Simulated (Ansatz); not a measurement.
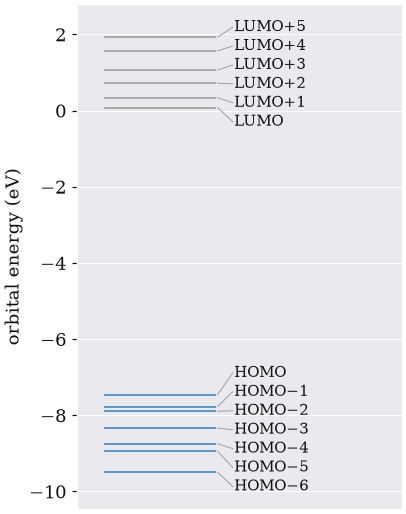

Kohn-Sham orbital energies near the frontier, B97M-V/def2-TZVPP with the Ansatz code, at a PBE0-D4/def2-TZVP geometry (no frequency check), isolated molecule; empty levels in grey, levels within 0.03 eV side by side.

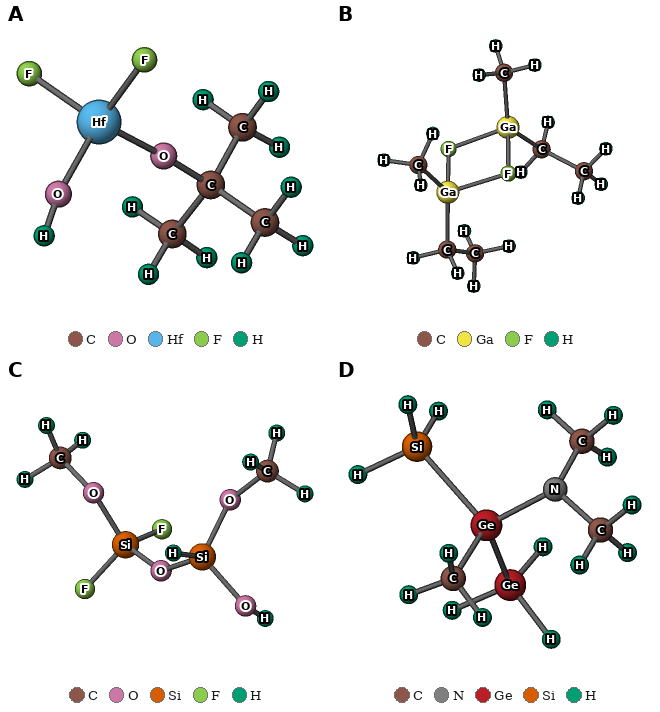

Which molecule has this level scheme? Choose among the lettered structures.

Structure C, C₂H₈F₂O₄Si₂, SMILES CO[Si@H](O)O[Si](F)(F)OC. HOMO −7.46 eV, LUMO 0.07 eV, separation 7.54 eV.

Known limits of this run: one conformer of a flexible molecule; empty levels above zero depend strongly on the basis.
